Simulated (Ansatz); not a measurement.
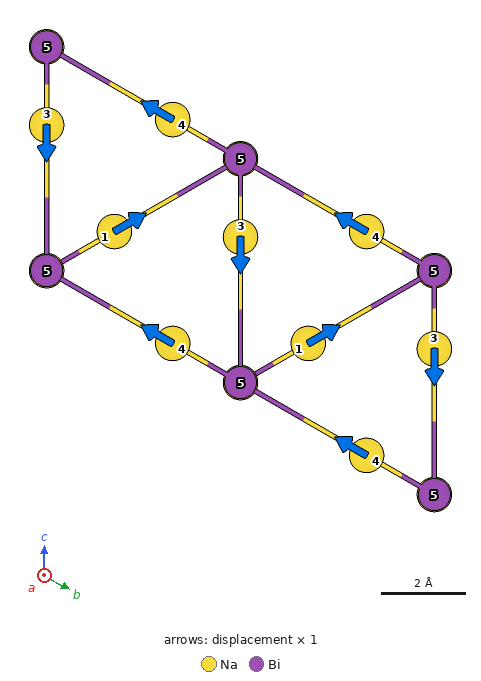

A relaxation of a crystal of Na4Bi (a generated structure, set up in I-43m) (coarse preliminary run). The starting structure is drawn; blue arrows show the displacements (the part carried along by the change of the cell is left out), at their true length.

A ball-and-stick model of the cell of the calculation, repeated 1 × 2 × 1 with one cell outlined, seen along the a axis.

All numbers below come from Ansatz 0.2.0, DFT PBE, scalar-relativistic, plane waves, PAW.

Input file:
```yaml
crystal:
  lattice:
    - [-3.28680678, 3.28680678, 3.28680678]
    - [3.28680678, -3.28680678, 3.28680678]
    - [3.28680678, 3.28680678, -3.28680678]
  atoms:
    - { symbol: Na, position: [0.34959999, 0.34959999, 0.34959999] }
    - { symbol: Na, position: [0.65040001, 0.0, 0.0] }
    - { symbol: Na, position: [0.0, 0.0, 0.65040001] }
    - { symbol: Na, position: [0.0, 0.65040001, 0.0] }
    - { symbol: Bi, position: [0.0, 0.0, 0.0] }
basis:
  ecutwfc: 420
kpoints:
  mp_grid: { grid: [4, 4, 4] }
hamiltonian:
  xc: pbe
scf:
  occupations: { method: gaussian, width: 0.1 }
  lower_state_search: "off"
output:
  forces: true
  stress: true
  eigenvalues: true
relax:
  adjacent_minimum: "off"
  f_tol: 0.04
  max_steps: 70
  cell: { stress_tol: 0.4 }
```

Command:
```bash
ansatz run input.yaml --threads 1 --pin off --max-ram 2048MiB --backend cpu --events-out ev --progress --plain --runs-dir out
```

Which element moves most?

Sodium: up to 0.96 Å, against 0.00 Å for bismuth.

What happened in the run?

The largest moves relative to the cell, 0.96 Å, are those of Na1, Na2, Na3 and Na4. Na1 goes along [1 1 1]. Bi stays in place. The drawn cell changes as follows: a = b = c 5.693 → 6.404 Å (+12.5 %); the volume changes by +42.4 %. Some distances before and after: Na1–Na2 3.250 → 5.229 Å, Na1–Bi5 1.990 → 3.202 Å, Na1–Bi5 (another image) 3.703 → 3.202 Å. The space group (tolerance 0.01 Å) goes from I-43m (No. 217) to Im-3m (No. 229). After 6 accepted moves (8 points after the start) the energy has fallen by 3131 meV per atom. Largest force component: 7.5 eV/Å at the start, 0.00014 eV/Å at the end. The pressure goes from 39.10 to 0.09 GPa. The SCF was repeated twice at an unchanged geometry on a basis and grid sized afresh for the cell, which shifted the energy by 6.6 meV per atom at most. The run took 16 s on 1 thread of Intel(R) Xeon(R) 6975P-C (Granite Rapids), on a shared host, peak memory 0.46 GiB.
